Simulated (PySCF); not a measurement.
CF2, SMILES `F[C]F`.

Level of theory: r2SCAN/6-311G** (PySCF), at a geometry from GFN2-xTB. No frequency check shows the geometry to be a minimum.

Geometry (Å), atoms numbered from 1:

```
F1       1.0365    0.1969    0.0000
C2       0.0000   -0.5906    0.0000
F3      -1.0365    0.1969    0.0000
```

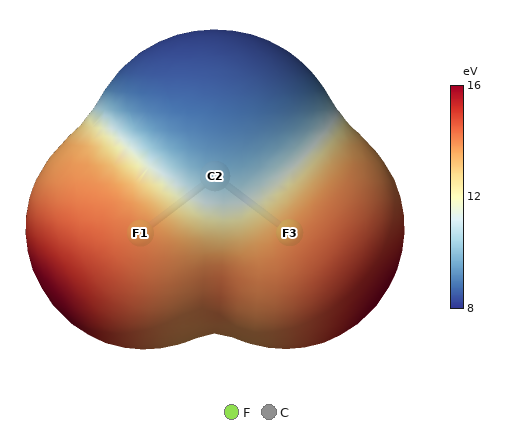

Average local ionisation energy on the surface of electron density 0.001 a.u.

Locate the minima of the map.

The lowest value is 8.3 eV, 2.0 Å from C2. Further minima include 13.7 eV, 1.6 Å from F3. For comparison, the highest occupied orbital lies at −7.3 eV.

What volume does the surface enclose, and what is the dipole moment?

About 44 Å³; the dipole moment is 0.8 D.
